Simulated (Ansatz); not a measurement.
Hypothetical P6_422 AlP, carrier doping

Start from AlP (space group P6_422, No. 181; a = 3.851 Å, c = 8.690 Å; a hypothetical phase, not in the database extracts checked).

Carriers are added at fixed cell with a uniform background; the Fermi–Dirac width is that of 300 K.

Calculations: PBE/PAW in Ansatz (a quantum-chemistry and plane-wave program), without spin-orbit coupling.

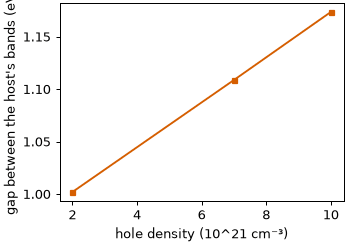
Gap between the host's bands against hole density

Task: From the plot, what is the gap between the host's bands for holes 7.0×10^21 cm⁻³?

Result: About 1.11 eV.

Task: Is the trend monotonic over the range shown?

Result: Yes, it rises throughout, spanning 1.00 eV to 1.17 eV.

Charged cell with a jellium background: band edges are those of the host's band count, energies are not comparable with the neutral cell, and many-body gap narrowing is missing. No phonon test of stability was made. The base started in P3_121 and relaxed to P6_422 at this level.
